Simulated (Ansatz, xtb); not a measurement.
Breaking the O2–H3 bond in HLiO (SMILES [Li][OH]) (multiplicity 1 held, fragments rigid). Energies count from the point at 0.951 Å.
Geometry at that point (charge 0, multiplicity 1):
```csv
atom,x (Å),y (Å),z (Å)
Li,0.0000,0.0000,-1.2587
O,0.0000,0.0000,0.3139
H,0.0000,0.0000,1.2652
```

Restricted levels (R-, RO-) in cc, def2 and unpolarised 6-31G sets keep to the state of the molecule at rest. Unrestricted levels (U-) break spin symmetry where that is lower. Left out are points that failed, MP2 points that dive below the minimum, coupled-cluster points behind a jump of the amplitudes or a sharp parting from full CI or MRCI, small-basis points behind a change of solution, and semi-empirical points at long bonds. Levels need not reach the same state.

Frozen-core correlation.

The values were computed with Ansatz (an electronic-structure program); xtb for the GFN methods.  The GFN methods have no spin term and hold the electronic entropy of 300 K.

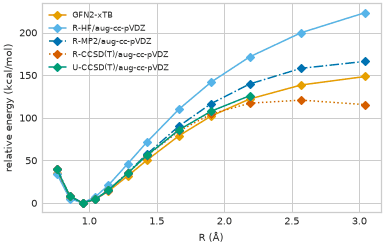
Figure: Relative energy along the coordinate

**Question.** Read off the R-HF/aug-cc-pVDZ curve at R = 1.427.

**Answer.** about 71 kcal/mol

Doubts at one or more of the structures used: a restricted determinant that unrestricted orbitals would lower (R-HF/aug-cc-pVDZ, R-MP2/aug-cc-pVDZ, R-CCSD(T)/aug-cc-pVDZ); T1 above 0.05 (R-CCSD(T)/aug-cc-pVDZ, U-CCSD(T)/aug-cc-pVDZ); other coupled-cluster roots lie near (R-CCSD(T)/aug-cc-pVDZ); a spin-contaminated determinant (U-CCSD(T)/aug-cc-pVDZ).
